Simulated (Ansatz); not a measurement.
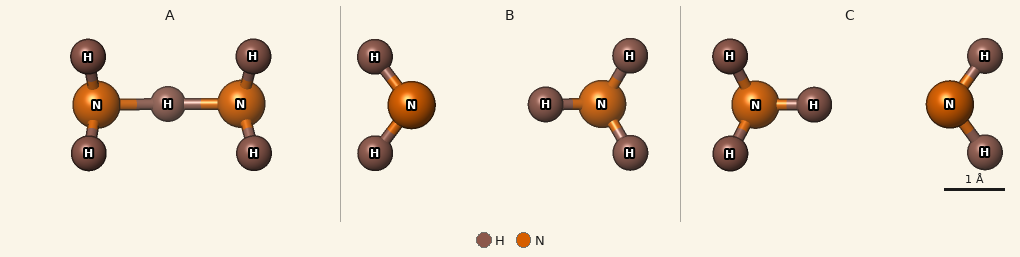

Three geometries of N2H5 (multiplicity 2): a saddle point and the two relaxed ends that it joins, in shuffled order. The picture is a ball-and-stick view, seen face on. Sticks join atoms that are closer than about 1.2 times the sum of their covalent radii (a little more with hydrogen).

Stationary points at PBE0-D4/def2-TZVP, single-point energies with CCSD(T)/CBS (def2-TZVPP where no basis is named; Ansatz 0.2.0). The energies are electronic, without zero-point or thermal terms, and both ends are the relaxed geometries reached downhill from the saddle, with any fragments still in contact. CCSD(T)/CBS stands for a frozen-core estimate: MP2 correlation extrapolated from def2-TZVPP and def2-QZVPP, CCSD(T) minus MP2 from the smaller set.

### Identify the saddle point and describe the reaction.

Frame A is the saddle point. From B over the saddle to C, a bond forms: H–N (2.27 → 1.24 → 1.02 Å). A bond breaks: H–N (1.02 → 1.24 → 2.27 Å). The saddle has one imaginary mode, 1587i cm⁻¹. The end B keeps a soft imaginary mode of 54i cm⁻¹, so it isn't quite a minimum. The end C keeps a soft imaginary mode of 53i cm⁻¹, so it isn't quite a minimum. With CCSD(T)/CBS the barrier is 0.61 eV from B and 0.61 eV from C, and C lies 0.00 eV below B.
